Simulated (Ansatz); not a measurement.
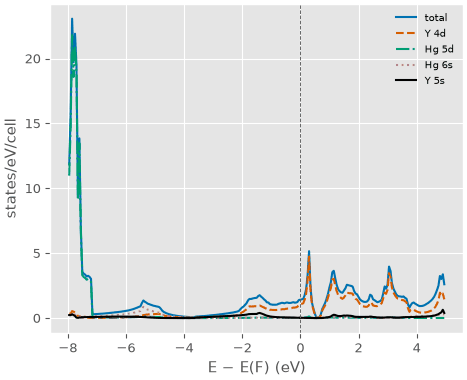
Figure: Total and projected density of states of YHg (CsCl type, Pm-3m), r²SCAN (plane waves, PAW; program Ansatz)

### Question
Which orbitals carry the states next to the Fermi level?

### Answer
Within 0.5 eV of the Fermi level: Y 4d 79 %, outside the projected shells 15 %. Projections are on Löwdin-orthogonalised atomic valence shells; empty p or d shells of many metals are not among them.

The workflow started from a Materials Project entry (that database holds measured and hypothetical structures alike); the Crystallography Open Database files this formula in space group No. 221, but the cells were not matched. Whether it is the stable phase at ambient conditions was not checked. The cell was relaxed with r²SCAN under the symmetry of its start; whether a distortion lowers the energy is not shown. The run is not spin-polarised. Scalar-relativistic: spin–orbit coupling is off unless named, which matters more the heavier the elements.

Potentials: the later of the program's two PAW sets.
